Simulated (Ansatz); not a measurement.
The calculation's input:

```
crystal:
  lattice:
    - [5.3451713467, 0.0, 0.0]
    - [0.0, 5.3451713467, 0.0]
    - [0.0, 0.0, 4.3432138241]
  atoms:
    - { symbol: Al, position: [0.0, 0.0, 0.0] }
    - { symbol: Al, position: [0.5, 0.5, 0.5] }
    - { symbol: Si, position: [0.3299315243, 0.3299315243, 0.0] }
    - { symbol: Si, position: [0.1700684757, 0.8299315243, 0.5] }
    - { symbol: Si, position: [0.6700684757, 0.6700684757, 0.0] }
    - { symbol: Si, position: [0.8299315243, 0.1700684757, 0.5] }
basis:
  ecutwfc: 420
kpoints:
  mp_grid: { grid: [8, 8, 10] }
hamiltonian:
  xc: pbe
scf:
  occupations: { method: gaussian, width: 0.1 }
output:
  forces: true
  stress: true
  eigenvalues: true
  write_density: true
  write_potential: true
  elf: true
  volumetric_format: npy
relax:
  adjacent_minimum: "off"
  f_tol: 0.01
  max_steps: 80
  cell: { stress_tol: 0.05 }
```

Command:

```sh
ansatz run input.yaml --threads 1 --pin off --max-ram 2560MiB --backend cpu --events-out ev --progress --plain --runs-dir out
```

Below, planes, directions and counts refer to the conventional cell (a = 5.19 Å, b = 5.19 Å, c = 4.57 Å, α = 90.00°, β = 90.00°, γ = 90.00°).

The fields are those of the run's last geometry, not of the input's.

Space group P4₂/mnm; started from the rutile_136 prototype, which need not be the ambient phase.

These are results of DFT PBE, scalar-relativistic, plane waves, PAW in Ansatz, not measurements.

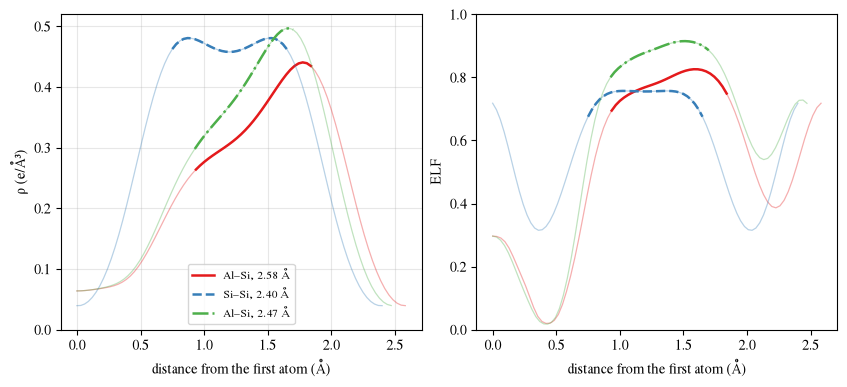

AlSi2. Valence charge density (pseudo) and electron localisation function along straight lines between neighbouring atoms. Thin, pale parts lie inside the atomic spheres.

The density is the valence pseudo-density of a PAW calculation; it isn't the true density close to the nuclei.

### What can be read from the curves?

Al–Si (2.58 Å): ρ is about 0.32 e/Å³ halfway; the ELF peaks at about 0.85 in the valence shell of Si, 1.0 Å from its nucleus, and is about 0.80 at the midpoint.
Si–Si (2.40 Å): ρ at the midpoint is about 0.46 e/Å³; the ELF peaks at about 0.75 between the atoms.
Al–Si (2.47 Å): the density is about 0.38 e/Å³ at the midpoint; the ELF peaks at about 0.90 between the atoms.
